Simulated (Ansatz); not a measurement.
# BClFH2N: taking an electron away

Aim: the vertical ionisation energy of BClFH2N, as cation minus neutral at the neutral's geometry, on several levels, and how well −ε(HOMO) stands in for it.

Method: unrestricted cation, the program's frozen cores in correlated methods; program: Ansatz 0.2.0, Gaussian basis.

Plan: UKS PBE-D4/def2-TZVPP; UKS r2SCAN-D4/def2-TZVPP; UKS PBE0-D4/def2-TZVPP; UKS B3LYP-D4/def2-TZVPP; UKS wB97X-V/def2-TZVPP; UKS wB97M-V/def2-TZVPP; UKS B2PLYP/def2-TZVPP; UHF-CCSD(T)/def2-TZVPP; UHF-MP2/def2-QZVPP; extrapolation to the limit; then −ε(HOMO) from the neutral's earlier runs with LDA (SPW92), PBE-D4, revPBE-D4, BLYP-D4, r2SCAN-D4, B97M-V, PBE0-D4, B3LYP-D4, r2SCANh-D4, r2SCAN0-D4, HSE06-D4, BHLYP-D4, CAM-B3LYP-D4, LC-ωPBE, ωB97X-V, ωB97M-V.

### Step 1. The geometry

All runs share one geometry, relaxed beforehand with PBE0-D4 in a triple-zeta def2 set.

6 atoms, charge 0, spin multiplicity 1.

Atoms are counted from 1 here; the program's logs count them from 0.

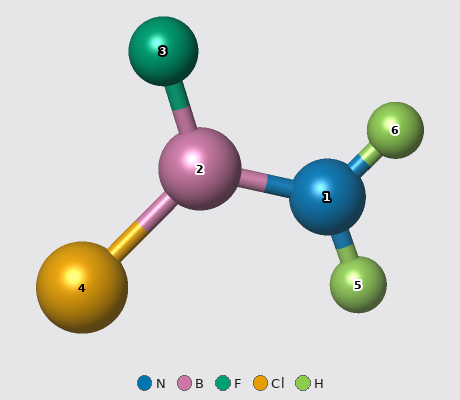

The geometry (nitrogen blue, boron pink, fluorine teal, chlorine amber, hydrogen green); atoms are numbered from 1 in the order of the file.

### Step 2. Cation, UKS PBE-D4/def2-TZVPP

in.yaml reads:

```yaml
crystal:
  periodic: [false, false, false]
  atoms:
    - {symbol: N, position_ang: [0.003750, 0.770727, 0.025537]}
    - {symbol: B, position_ang: [0.054861, -0.615438, 0.062653]}
    - {symbol: F, position_ang: [0.564801, -1.245740, 1.114621]}
    - {symbol: Cl, position_ang: [-0.552576, -1.588821, -1.279232]}
    - {symbol: H, position_ang: [-0.374444, 1.278886, -0.752615]}
    - {symbol: H, position_ang: [0.345807, 1.336487, 0.782837]}
basis:
  gaussian: {orbitals: def2-TZVPP}
total_charge: 1
magnetization: {spin_polarized: true, initial_magnetization: 1}
hamiltonian: {xc: pbe, dispersion: d4}
```

Further steps of the session: Cation, UKS r2SCAN-D4/def2-TZVPP; Cation, UKS PBE0-D4/def2-TZVPP; Cation, UKS B3LYP-D4/def2-TZVPP; Cation, UKS wB97X-V/def2-TZVPP; Cation, UKS wB97M-V/def2-TZVPP; Cation, UKS B2PLYP (frozen core)/def2-TZVPP; Cation, UHF-CCSD(T)/def2-TZVPP; Cation, UHF-MP2/def2-QZVPP.

Q: Predict the results of all the runs planned. Wanted: ionisation energy, CCSD(T)/CBS; nearest functional by difference; nearest −ε(HOMO); −ε(HOMO) of PBE; T1 of the cation.

**Answer**, as computed:

| quantity | value |
| --- | --- |
| ionisation energy, CCSD(T)/CBS | 11.35 eV |
| nearest functional by difference | ωB97X-V (-0.16 eV) |
| nearest −ε(HOMO) | LC-ωPBE (+0.09 eV) |
| −ε(HOMO) of PBE | 7.12 eV |
| T1 of the cation | 0.037 |

Energy differences with functionals land within 0.67 eV of the reference. The PBE orbital energy is 4.2 eV too small: a semilocal HOMO is no ionisation energy. Among orbital estimates LC-ωPBE comes nearest. Hartree-Fock falls 1.32 eV short, as the neutral has more correlation energy than the cation. The cation's T1 (from the report) is 0.037, near the customary mark of 0.045 for open shells, so the coupled-cluster value is less safe. The cation may have settled in a state other than its lowest; no search over hole states beyond the program's own was made.
